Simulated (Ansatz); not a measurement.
## BH2Br− (SMILES [BH2-]Br): the energy, rung by rung

BH2Br− has 4 atoms, charge -1, and is taken as a doublet. SMILES: `[BH2-]Br`. Geometry: relaxed at GFN2-xTB.

```csv
atom,x (Å),y (Å),z (Å)
B,-0.3806,0.1488,0.0018
Br,1.5401,0.5809,0.6615
H,-0.7702,-0.8617,0.5475
H,-0.3893,0.1320,-1.2108
```

Each level gives the energy change with the B1–H3 bond stretched from 1.213 to 1.516 Å (eV). The values are calculated.

```tsv
level	kind	program	value (eV)	less FCI/STO-3G	CPU time (all runs)
U-revPBE/STO-3G	GGA	Ansatz	0.85	-0.05	3.6 s
UPBE/STO-3G	GGA	Ansatz	0.88	-0.02	3.5 s
UBHLYP/STO-3G	global hybrid	Ansatz	1.07	+0.17	3.4 s
UCAM-B3LYP/STO-3G	range-separated hybrid	Ansatz	1.00	+0.10	4.6 s
UB2PLYP/STO-3G	double hybrid	Ansatz	0.99	+0.09	4 s
UBCCD(T)/STO-3G	coupled cluster or CI	Ansatz	0.90	0.00	0.88 s
UCCSD(T)/STO-3G	coupled cluster or CI	Ansatz	0.90	0.00	0.73 s
UCCSDT(Q)/STO-3G	coupled cluster or CI	Ansatz	0.90	0.00	3.8 s
FCI/STO-3G	exact in the basis	Ansatz	0.90	0.00	5.5 s
```

FCI/STO-3G is exact within its basis and frozen core, so for wave-function methods in that basis the difference is their error; functionals converge differently with the basis, so for them it is only a difference. All-electron rows without a relativistic Hamiltonian named are non-relativistic. Sets without diffuse functions describe the anion poorly. The first shape isn't each level's own minimum. The values span 0.85 to 1.07 eV. All rows use very small basis sets, so none should be taken for the real molecule's value. In the correlated wave-function rows the outer d shell of Br is correlated, in sets not made for it. Times are those of the runs behind each value, whatever else they computed, on shared processors of several kinds: orders of magnitude only.

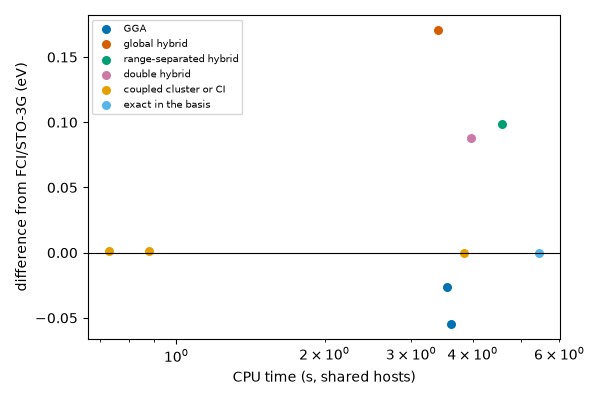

Difference from FCI/STO-3G against processor time, one point a level.
